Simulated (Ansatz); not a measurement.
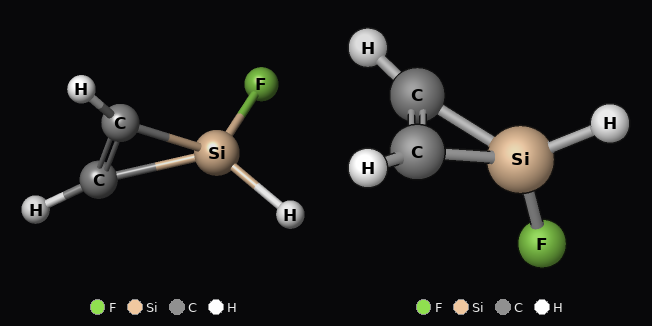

Both panels show the same species.

The computed structure is the end point of a PBE0-D4/def2-TZVP optimisation.

What is the molecular formula?

Answer. C2H3FSi, 7 atoms: 2 carbon, 3 hydrogen, 1 fluorine and 1 silicon.

How many atoms are distinct by symmetry?

Answer. 5: 1 F, 1 Si, 2 C, 1 H, 2 H.

How many bonds of each kind are drawn?

Answer. 2 C–Si, 2 C–H, 1 F–Si, 1 C–C, 1 Si–H.

What is the point group of this geometry?

Answer. Cs.

Name functional groups in it.

Answer. Among them: alkene, Si–H bond.

More results for the same structure follow; atom numbers are the same in all pictures, views and colours differ.

**Geometry**

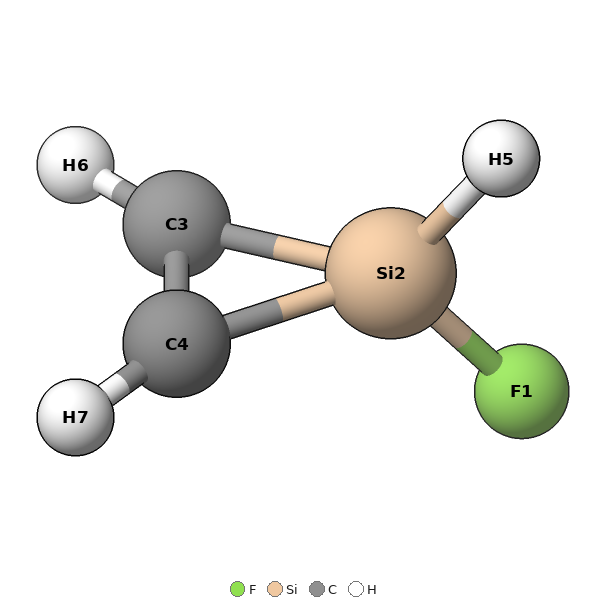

Give these bond angles: F1–Si2–C3, F1–Si2–H5, C3–Si2–C4, C3–Si2–H5, Si2–C3–C4, Si2–C3–H6, C4–C3–H6.

```tsv
angle	degrees
F1–Si2–C3	122.3
F1–Si2–H5	105.7
C3–Si2–C4	44.5
C3–Si2–H5	125.7
Si2–C3–C4	67.8
Si2–C3–H6	158.3
C4–C3–H6	133.9
```

**Electronic properties**

Method: RKS BHLYP-D4/def2-TZVPP (Ansatz 0.2.0).

Estimate the dispersion correction.

Answer. −15.1 kJ/mol.

What is the HOMO energy (Kohn–Sham orbital)?

Answer. −8.94 eV.

Estimate the LUMO energy (Kohn–Sham orbital).

Answer. 0.61 eV.

**Charges**

The questions are on Mulliken charges. Method: RKS r2SCAN-D4/def2-TZVPP (Ansatz 0.2.0).

Which atom carries the highest charge (most positive or least negative)?

Answer. Si2 (0.63 e).

And the lowest?

Answer. F1 (−0.33 e).

Give the Mulliken charges atom by atom.

| atom | value (e) |
| --- | --- |
| F1 | −0.33 |
| Si2 | 0.63 |
| C3 | −0.19 |
| C4 | −0.19 |
| H5 | −0.08 |
| H6 | 0.08 |
| H7 | 0.08 |

**Thermal motion**

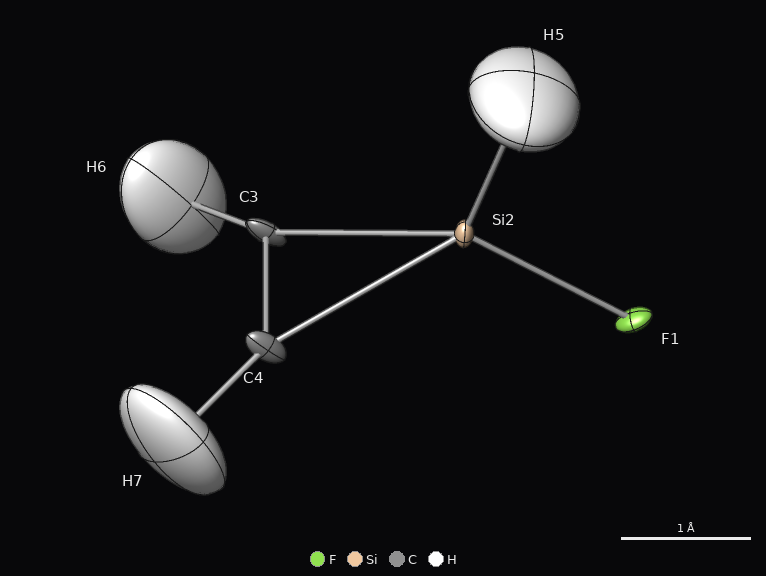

Displacement ellipsoids at the 50 % level, enlarged 2 times, from the internal vibrations of the free molecule (harmonic, no overall translation or rotation; no half-axis is drawn under 0.075 Å). Vibrations computed with RKS PBE0-D4/def2-TZVP (Ansatz 0.2.0). Temperature: 400 K.

Which atom has the largest mean-square displacement?

Answer. H5, with U_eq = 0.0195 Å².

Does H7 move more along its bond or across it?

Answer. Across it: the root-mean-square amplitude is 0.079 Å along the bond and up to 0.183 Å across, since bending and torsion are softer than stretching.

List U_eq and the three principal root-mean-square amplitudes for each kind of atom.

```json
{"atom": "F1", "U_eq (Å²)": "0.0015", "rms amplitudes (Å)": "0.025, 0.038, 0.050"}
{"atom": "Si2", "U_eq (Å²)": "0.0010", "rms amplitudes (Å)": "0.019, 0.033, 0.039"}
{"atom": "C3, C4", "U_eq (Å²)": "0.0019", "rms amplitudes (Å)": "0.025, 0.034, 0.061"}
{"atom": "H5", "U_eq (Å²)": "0.0195", "rms amplitudes (Å)": "0.092, 0.144, 0.171"}
{"atom": "H6, H7", "U_eq (Å²)": "0.0191", "rms amplitudes (Å)": "0.078, 0.133, 0.183"}
```

**Vibrations**

Harmonic vibrations computed with RKS PBE0-D4/def2-TZVP (Ansatz 0.2.0) at a stationary point of the same level.

How many vibrational modes are there, and where do they lie?

Answer. 15 modes: 281, 295, 627, 676, 753, 772, 853, 930, 979, 1013, 1174, 1513, 2292, 3192, 3211 cm⁻¹.

Mulliken values depend strongly on the basis set and can even reverse the polarity of a bond.
